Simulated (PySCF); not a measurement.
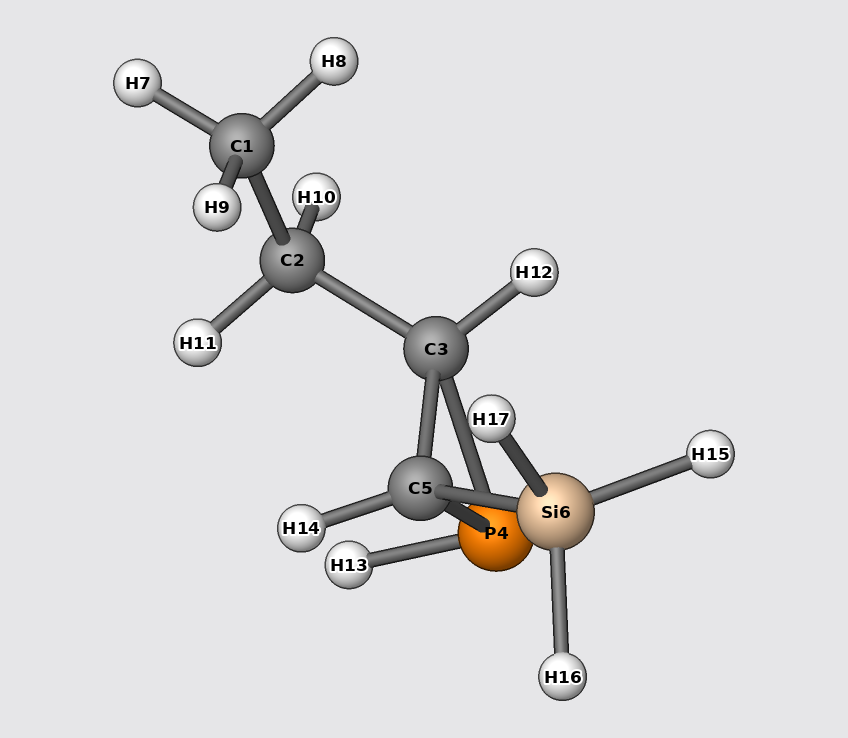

The questions are on isotropic NMR shieldings of the C atoms. Computed geometry: GFN2-xTB optimisation. No frequency run is at hand to confirm it as a minimum. Properties computed with GIAO PBE0/pcSseg-1 NMR shielding, non-relativistic, gas phase (PySCF 2.14.0).

Give the isotropic NMR shieldings of the C atoms atom by atom.

```tsv
atom	σ (ppm)
C1	168.0
C2	148.6
C3	156.9
C5	182.2
```

The geometry is semi-empirical. Around P, Si such bond lengths and angles can be off by a tenth of an ångström or more and by several degrees, and values that hang on the shape move with them.
